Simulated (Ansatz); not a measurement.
# GeH2S: Born-Oppenheimer dynamics

Aim: follow GeH2S for 50 steps at constant energy (300 K) and see how far bonds stretch and how energy moves between motion and potential.

Computed with Ansatz 0.2.0, Gaussian basis. Level: BLYP/6-31G*.

**1. The geometry**

The geometry comes from an earlier relaxation with PBE0-D4 in a triple-zeta def2 set; it is a stationary point.

SMILES `[SH][GeH]`, 4 atoms, charge 0, spin multiplicity 1.

Atoms are counted from 1 here; the program's logs count them from 0.

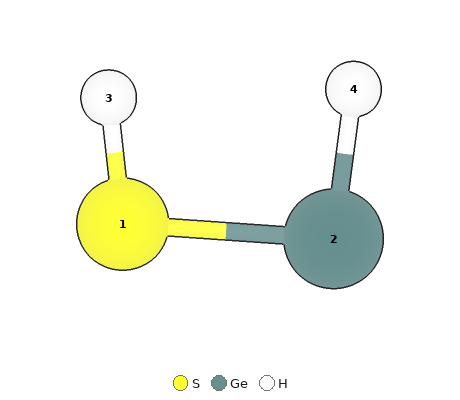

The geometry (sulfur yellow, germanium teal, hydrogen white); atoms are numbered from 1 in the order of the file.

**2. Dynamics**

The input, in.yaml:

```yaml
crystal:
  periodic: [false, false, false]
  atoms:
    - {symbol: S, position_ang: [-0.443273, -1.201847, 0.271669]}
    - {symbol: Ge, position_ang: [-0.841670, 0.737867, -0.743626]}
    - {symbol: H, position_ang: [0.779209, -0.962093, 0.771177]}
    - {symbol: H, position_ang: [0.561234, 1.365874, -0.319420]}
basis:
  gaussian: {orbitals: "6-31G*"}
hamiltonian: {xc: {name: BLYP}}
md: {timestep: 0.5 fs, n_steps: 50, ensemble: nve, temperature: 300, initial_velocities: maxwell_boltzmann, seed: 30}
```

Command:

```console
ansatz run in.yaml --threads 2 --pin off --events-out ev --progress --plain --max-ram 32768MiB --backend cpu
```

Output (excerpt; [...] marks lines left out):

```text
Functional definition: BLYP
  name "BLYP"
  cite "Becke, Phys. Rev. A 38, 3098 (1988) doi:10.1103/PhysRevA.38.3098"
  cite "Lee, Yang & Parr, Phys. Rev. B 37, 785 (1988) doi:10.1103/PhysRevB.37.785"
[...]
661 factors; their error is unknown
[...]
mean field -67379.60434578 eV, -2476.1547881712 hartree, gradient 6.7e-5 eV, S^2 0.000000; 0 other end points of the search recorded, 0 dependent functions left out
[...]
reference -67379.60461609 eV, -2476.1547981050 hartree; 25, 25 occupied and 33, 33 virtual orbitals, 661 factors
md step     0: t =     0.00 fs  T =   300.0 K  F+E_penalty+E_count = -67379.60434578 eV  E_kin = 0.077556 eV  conserved = -67379.52678978 eV  (25 SCF iters)
[...]
md step    12: t =     6.00 fs  T =   155.3 K  F+E_penalty+E_count = -67379.56680560 eV  E_kin = 0.040140 eV  conserved = -67379.52666558 eV  (28 SCF iters)
[...]
md step    24: t =    12.00 fs  T =   122.1 K  F+E_penalty+E_count = -67379.55830647 eV  E_kin = 0.031576 eV  conserved = -67379.52673055 eV  (27 SCF iters)
[...]
md step    36: t =    18.00 fs  T =   108.4 K  F+E_penalty+E_count = -67379.55467506 eV  E_kin = 0.028012 eV  conserved = -67379.52666302 eV  (22 SCF iters)
[...]
md step    48: t =    24.00 fs  T =   272.5 K  F+E_penalty+E_count = -67379.59715076 eV  E_kin = 0.070450 eV  conserved = -67379.52670106 eV  (28 SCF iters)
[...]
md step    49: t =    24.50 fs  T =   270.6 K  F+E_penalty+E_count = -67379.59661655 eV  E_kin = 0.069957 eV  conserved = -67379.52665929 eV  (27 SCF iters)
[...]
md step    50: t =    25.00 fs  T =   275.2 K  F+E_penalty+E_count = -67379.59778351 eV  E_kin = 0.071141 eV  conserved = -67379.52664270 eV  (26 SCF iters)
Total energy: -67379.59805456 eV, -2476.1545569733 hartree
Atom 0 at    -0.437593    -1.226158     0.289166 Å, force    -0.642924    -0.414018    -0.202754 eV/Å
Atom 1 at    -0.844977     0.749041    -0.751681 Å, force     0.399803     0.548065     0.106306 eV/Å
Atom 2 at     0.816873    -1.133823     0.741837 Å, force     0.667670     0.217959     0.284044 eV/Å
Atom 3 at     0.581197     1.505706    -0.266235 Å, force    -0.424549    -0.352005    -0.187596 eV/Å
Dipole moment:     0.177185     0.124498     0.007699 e Å
```

Run time: 78 s. Hardware: 2 threads, shared host.

**3. Frames and traces**

One row in 4; energies are counted from the first frame:

```
time (fs)  T (K)  potential (meV)  conserved (meV)  Ge2–H4 (Å)
      0.0    300              0.0             0.00       1.595
      2.0    329             -7.6            -0.13       1.629
      4.0    236             16.7             0.04       1.664
      6.0    155             37.5             0.12       1.685
      8.0    158             36.8             0.00       1.684
     10.0    151             38.6            -0.01       1.661
     12.0    122             46.0             0.06       1.626
     14.0    117             47.2            -0.03       1.592
     16.0     91             54.1             0.07       1.576
     18.0    108             49.7             0.13       1.585
     20.0    212             22.6            -0.01       1.614
     22.0    287              3.2            -0.09       1.651
     24.0    273              7.2             0.09       1.679
```

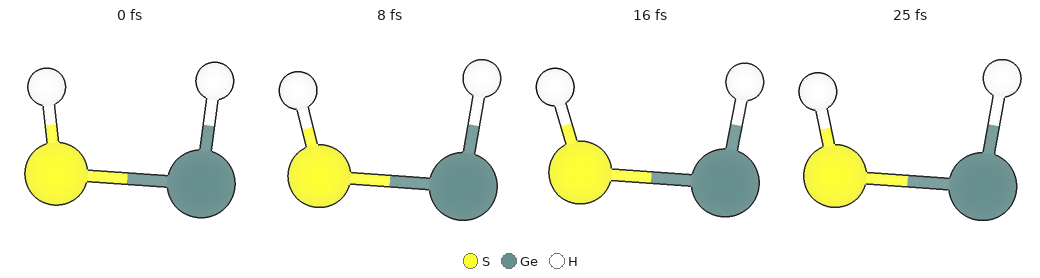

Four frames; sticks are those of the first frame.

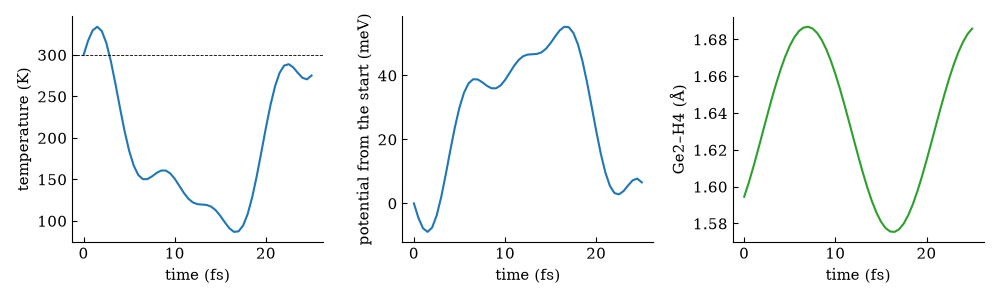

Temperature (the set value dashed), potential energy and the bond that swings most.

Positions (Å) and forces (eV/Å) at 25.0 fs:

```xyz
4

S    -0.438   -1.226    0.289   -0.643   -0.414   -0.203
Ge   -0.845    0.749   -0.752    0.400    0.548    0.106
H     0.817   -1.134    0.742    0.668    0.218    0.284
H     0.581    1.506   -0.266   -0.425   -0.352   -0.188
```

**4. Results**

```
                              quantity                         value
                                length            50 steps of 0.5 fs
     temperature, first and last frame                    300, 275 K
              temperature, second half  mean 180 K, from 87 to 289 K
                swing of the potential                        64 meV
largest change of the conserved energy                      0.15 meV
                       range of Ge2–H4              1.575 to 1.687 Å
```

What this shows: From 300 K at the start the temperature swings between 87 and 334 K: with 4 atoms it has no steady value yet; starting near a minimum, about half of the kinetic energy flows into the potential. The conserved energy moves by 0.15 meV, 0.2 % of the potential's swing, so the step is short enough for this stretch. Ge2–H4 swings most, by 0.11 Å; no bond breaks. A run of 25 fs gives no averages.
